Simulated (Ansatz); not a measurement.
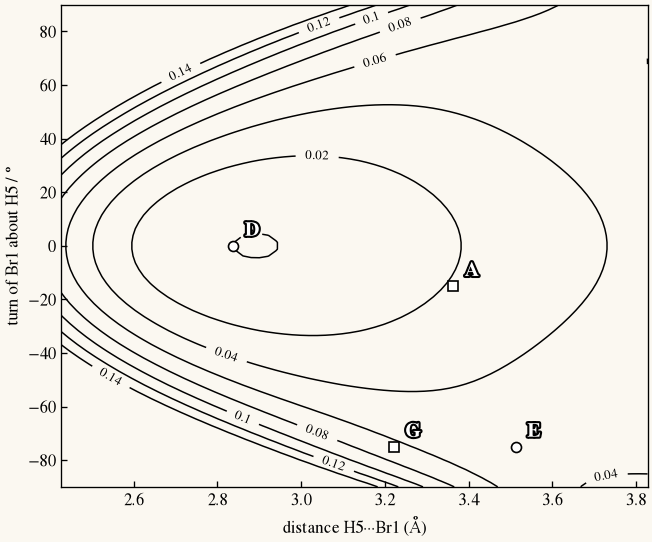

The pair Br···CH₄, charge −1. 
- The turn is about an axis along (0.89, −0.45, −0.06) in the frame of the relaxed pair, normal to the line between the partners.
- First axis: distance H5···Br1. Second axis: turn of Br1 about H5.
- Grid: 13 × 13 points.
- Points are written as (first, second).
- Energies are in eV, from the lowest grid point.
- Method: RKS B3LYP-D4/def2-TZVPD in Ansatz.

The picture shows contour lines labelled in eV (none above 0.14), lettered points. Between grid points the surface is interpolated.

> Is G the lowest point of the computed grid?

No. G lies 0.065 eV above the lowest grid point, which is at (2.838 Å, 0°).

> What kind of point is each of A, D, E: minimum, saddle, maximum or slope?

A: on a slope; D: minimum; E: saddle point. (In these two coordinates alone; a stationary point may lie a little off the grid point.)

> Rank the lettered points by energy, lowest first.

D (0.000 eV), A (0.021 eV), E (0.046 eV), G (0.065 eV).
